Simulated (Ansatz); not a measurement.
# FeBiS4: relaxing a made-up structure, part 2 of 2

This structure for FeBiS4 is made up. Its elements were placed in a known structure type with a cell scaled to their sizes. What cell does the guess relax to, and how far off was it?

Ansatz 0.2.0; DFT, PBE, plane-wave PAW, files of the set soft_1, scalar-relativistic, ferromagnetic start, cell and ions relaxed at zero pressure; PAW set soft_1 (the session's first sound run).

So far: Set-up; Relaxation of the guess. The relaxed cell has a, b, c = 8.268, 8.415, 3.805 Å (conventional setting).

## Step 3: Electronic structure of the relaxed cell

A second self-consistent run takes a narrower smearing and the mesh shown in its input; the bands follow along the standard path of the relaxed lattice.

This step: DFT, PBE, plane-wave PAW, files of the set soft_1, scalar-relativistic, ferromagnetic start, bands and density of states at the relaxed cell; PAW set soft_1 (Ansatz 0.2.0).

input.yaml

```yaml
crystal:
  lattice:
    - [4.1339313662, -4.2073055709, 0.0]
    - [4.1339313662, 4.2073055709, 0.0]
    - [0.0, 0.0, 3.8053350915]
  atoms:
    - { symbol: Bi, position: [0.5, 0.5, 0.5] }
    - { symbol: Fe, position: [0.0, 0.0, 0.0], spin: 1.8 }
    - { symbol: S, position: [0.1588875748, 0.1588875748, 0.5] }
    - { symbol: S, position: [0.8411124252, 0.8411124252, 0.5] }
    - { symbol: S, position: [0.2701201487, 0.7298798513, 0.0] }
    - { symbol: S, position: [0.7298798513, 0.2701201487, 0.0] }
magnetization:
  spin_polarized: true
kpoints:
  mp_grid: { grid: [6, 6, 8] }
  band_path:
    path:
      - [[0.0, 0.0, 0.0], [0.49135618, 0.49135618, 0.0], [0.0, 0.5, 0.0], [0.0, 0.5, 0.5], [0.49135618, 0.49135618, 0.5], [0.0, 0.0, 0.5], [0.0, 0.0, 0.0], [-0.5, 0.5, 0.0], [-0.49135618, 0.50864382, 0.0], [-0.49135618, 0.50864382, 0.5], [-0.5, 0.5, 0.5], [-0.5, 0.5, 0.0]]
      - [[0.0, 0.0, 0.5], [-0.5, 0.5, 0.5]]
    npoints: 6
scf:
  occupations: { method: fermi_dirac, width: 0.03 }
  n_extra_bands: 11
hamiltonian:
  xc: pbe
  pseudopotentials: { kind: paw, azcp: { folder: soft_1 } }
output:
  forces: true
  stress: true
  write_bands: true
  dos: { projected: true }
  write_density: true
  write_potential: true
  elf: true
  volumetric_format: npy
```

Run with:

```
$ ansatz run input.yaml --threads 4 --pin off --max-ram 10240MiB --backend cpu --events-out ev --progress --plain --runs-dir out
```

Numbers of over 12 decimals in the logs are rounded to 6 here.

Output:

```text
[...]
Crystal: 6 atoms, lattice volume = 132.370 Å³
Basis set: ecut = 420 eV, 2591 PW (Γ), exchange–correlation on 80×80×54 points (8 copies of the dense FFT grid, shifted against one another)
Bands: 39, of which v1, the nominal top of the filled ones, is band 28 counted from 1 (27 counted from 0)
Symmetry: 8 space group operations
[...]
k-points: 65 of 288
[...]
Starting moments: Σ|m| = 1.8 μB on 1 of 6 sites
[...]
SCF iter   1: F=—  HF=-20488.667149 eV  |F-HF|=—  |Δ(HF+E_count)|=         —  Δρ=3.10e-2 (↑3.10e-2 ↓2.96e-2)  dr2=1.40e1  dr2_m=1.40e-1  M=1.936 μB ∫|m|=2.134 μB  β_m=0.30  ethr=3.10e-3  ⟨swp⟩=8.4  Hψ=25878  notcnv=0  defer=4
[...]
SCF iter  16: F=-20487.908069 eV  HF=-20487.908069 eV  |F-HF|=1.25e-8  |Δ(HF+E_count)|=   6.69e-9  Δρ=1.98e-6 (↑8.00e-7 ↓1.98e-6)  dr2=1.37e-8  dr2_m=4.98e-10  M=2.517 μB ∫|m|=2.677 μB  ethr=1.57e-10  ⟨swp⟩=16.3  Hψ=37514  notcnv=0
SCF 1 converged in 16 iterations: F = -20487.908069 eV  dr2 = 1.37e-8
[...]
NSCF: frozen V_eff on 74 k-points
SCF converged after 16 iterations
Magnetization: 2.5169 μB (28.7585 up, 26.2415 down)
Absolute magnetization: 2.6743 μB (∫|ρ↑−ρ↓|, with the PAW one-centre terms)
[...]
Per-site moments (μB) at R_I (Å): [(0.00576997, 1.119225), (1.791340, 0.937594), (0.087424, 0.953745), (0.087424, 0.953745), (0.102318, 0.937594), (0.102318, 0.937594)]
Free energy (F): -20487.908069 eV
[...]
Internal energy: -20487.891568 eV  (E = F + TS)
E sigma→0 (E₀):  -20487.899818 eV
Entropy (-TS):   -0.016500 eV (-2.750 meV/atom)
Fermi energy:    7.070171 eV
[...]
--- Forces (eV/Å), atoms counted from 1 ---
  atom   1  Bi     0.00000000     0.00000000     0.00000000
  atom   2  Fe     0.00000000     0.00000000     0.00000000
  atom   3  S      0.03937981     0.00000000     0.00000000
  atom   4  S     -0.03937981     0.00000000     0.00000000
  atom   5  S      0.00000000    -0.02319797     0.00000000
  atom   6  S      0.00000000     0.02319797     0.00000000
  max |Σ_I F_I| component: 3.47e-18 eV/Å
--- Stress (GPa, compression-positive) ---
       -0.052351       0.000000       0.000000
        0.000000      -0.006157       0.000000
        0.000000       0.000000       0.087887
  P = ⅓ Tr σ = 0.0098 GPa (0.098 kbar)
--- Band table (eV; the first three rows and the last of 130) ---
  k-point 0 ↑: bands = [... 24 lower, 6.0218, 6.2922, 6.4526, 7.0166, 7.3590, 8.0465, 8.8630, 9.8893, ... 7 higher]
  k-point 1 ↑: bands = [... 24 lower, 5.7739, 6.2838, 6.6931, 6.9523, 7.1871, 8.1024, 8.2372, 10.4152, ... 7 higher]
  k-point 2 ↑: bands = [... 24 lower, 5.5539, 6.1006, 6.5688, 6.6749, 6.7457, 7.4725, 7.6316, 11.2958, ... 7 higher]
  k-point 64 ↓: bands = [... 24 lower, 6.4668, 6.5325, 6.6462, 7.7003, 7.7618, 7.7871, 8.0338, 10.8423, ... 7 higher]
```

Run time: 20 s. Hardware: 4 threads of Arm Neoverse V2, shared host; peak memory 0.8 GiB.

This step gave:

```yaml
free_energy: -20487.9081 eV
energy_at_zero_smearing: -20487.8998 eV
smearing_term_ts: 0.01650 eV
fermi_energy: 7.070 eV
magnetization: 2.517 μB
absolute_magnetization: 2.674 μB
site_moments: 0.005770, 1.791, 0.08742, 0.08742, 0.1023, 0.1023 μB
pressure: 0.009793 GPa
```

From bands.tsv, the bands that come nearest the Fermi level along the path, at its corners, in eV from the Fermi level:

```tsv
point	band_27_up	band_28_up	band_29_up	band_30_up	band_24_dn	band_25_dn	band_26_dn	band_27_dn
Γ	-0.05	0.29	0.98	1.79	0.03	0.10	0.40	0.41
X	-0.62	-0.42	1.30	1.71	-1.21	-0.22	-0.21	0.40
S	-0.21	0.54	0.64	1.71	-0.34	-0.19	-0.03	0.63
R	-0.74	0.19	1.58	1.84	-0.62	-0.56	0.45	0.51
A	-0.51	-0.42	-0.08	-0.04	-0.60	-0.54	-0.42	0.63
Z	-0.83	-0.65	-0.65	-0.19	-0.81	-0.70	-0.69	0.20
Γ	-0.05	0.29	0.98	1.79	0.03	0.10	0.40	0.41
Y	-0.62	-0.42	1.30	1.71	-1.21	-0.22	-0.21	0.40
X1	-0.62	-0.42	1.30	1.71	-1.21	-0.22	-0.21	0.40
A1	-0.51	-0.42	-0.08	-0.04	-0.60	-0.54	-0.42	0.63
T	-0.51	-0.41	-0.09	-0.04	-0.60	-0.54	-0.42	0.63
Y	-0.62	-0.42	1.30	1.71	-1.21	-0.22	-0.21	0.40
Z	-0.83	-0.65	-0.65	-0.19	-0.81	-0.70	-0.69	0.20
T	-0.51	-0.41	-0.09	-0.04	-0.60	-0.54	-0.42	0.63
```

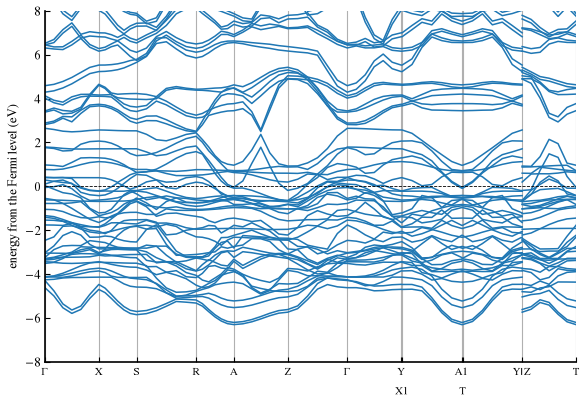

Bands along the path. 28 bands lie wholly below the window drawn.

Site moment by atom:

```tsv
atom	site moment (μB)
Bi1	0.01
Fe2	1.79
S3	0.09
S4	0.09
S5	0.10
S6	0.10
```

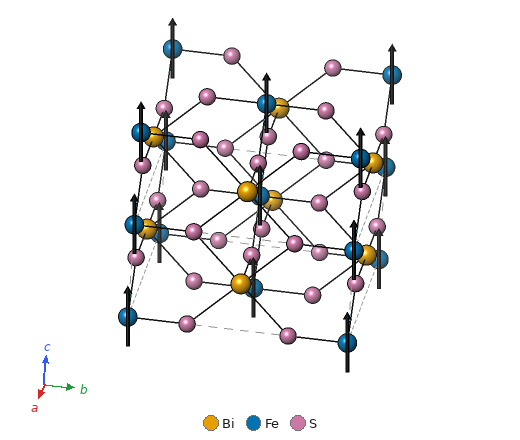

Site moment as arrows, the longest 1.79 μB. Up and down stand for the sign. Arrows give size and sign along the axis of quantisation, drawn up and down the page. 1×1×2 conventional cells are drawn. Some periodic images of atoms are drawn too.

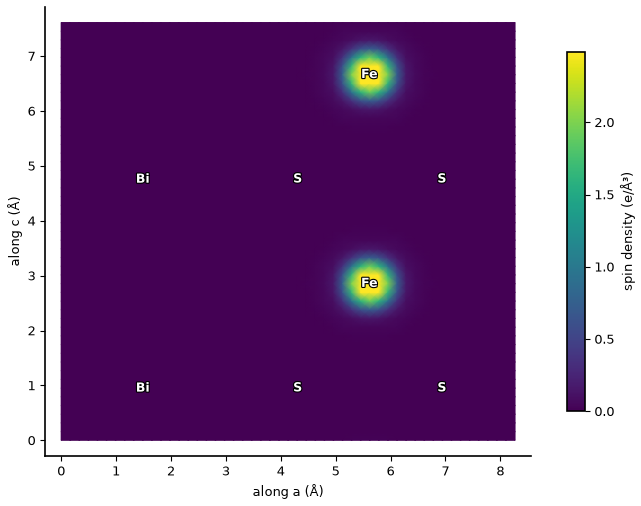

Spin density in the ac plane of the conventional cell at fractional y = 0.000, with atoms of Bi and Fe and S within 0.2 Å of it. The map starts off the cell's origin, so that atoms lie inside it.

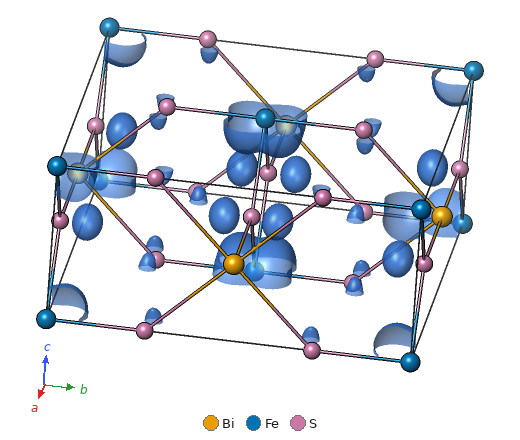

Surface of spin density = 0.059 e/Å³, which holds about 70 % of the integral of its size.

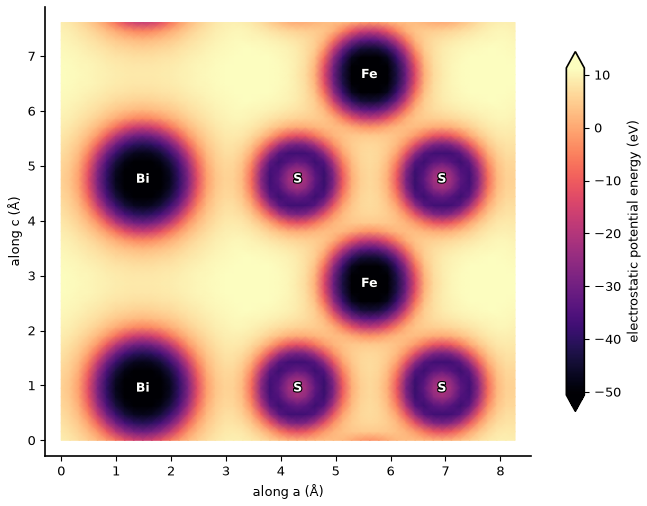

Electrostatic potential energy in the ac plane of the conventional cell at fractional y = 0.000, with atoms of Bi and Fe and S within 0.2 Å of it. With pseudopotentials it is smooth inside the atoms' cores, unlike the true potential. The map starts off the cell's origin, so that atoms lie inside it.

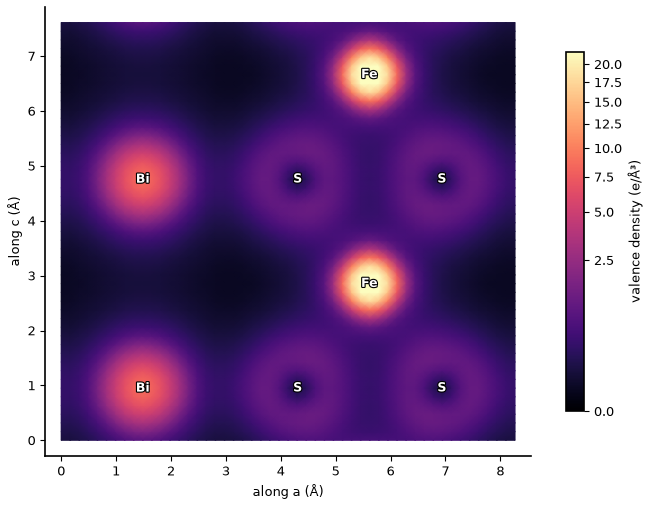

Valence density in the ac plane of the conventional cell at fractional y = 0.000, with atoms of Bi and Fe and S within 0.2 Å of it. It is the smooth field of the valence electrons, not physical close to the nuclei. The map starts off the cell's origin, so that atoms lie inside it. The colour scale is stretched toward low values.

## Step 4: Summary of results

```json
{
 "space group, relaxed": "Cmmm",
 "conventional cell": "a = 8.268, b = 8.415, c = 3.805 Å; α = 90.0°, β = 90.0°, γ = 90.0°",
 "volume per atom": "22.06 Å³ (guess 24.23)",
 "total moment": "2.43 μB in the cell of 6 atoms"
}
```

FeBiS4 relaxes to Cmmm with a = 8.268, b = 8.415 and c = 3.805 Å. The guessed volume was 10 % too large. The space group Cmmm was held in the relaxation, so the end point is a stationary structure within it and may be a saddle against distortions or other arrangements. The input starts from parallel moments, and no other start was typed. Bands cross the Fermi level, so it is a metal or semimetal at this level. On the 6×6×8 mesh with the narrower smearing (relaxed on 5×5×7) the largest force component is 0.039 eV/Å and the largest stress component is 0.088 GPa, against the relaxation's thresholds of 0.015 eV/Å and 0.05 GPa. The cutoff wasn't tested. Spin-orbit coupling is left out, which can matter for elements this heavy. No dispersion term is used, so weakly bound directions may come out too long. Nothing here tests whether the compound is stable against decomposition.

[Logs are printed without paths, hosts, clocks, repeated set-up lines and the standing remarks that a program may print on its own settings, such as how far it seeks lower states.]

[Hosts, paths, dates, database ids (printed as entryN), source tags and the programs' standing remarks are cut or masked in the printed files.]
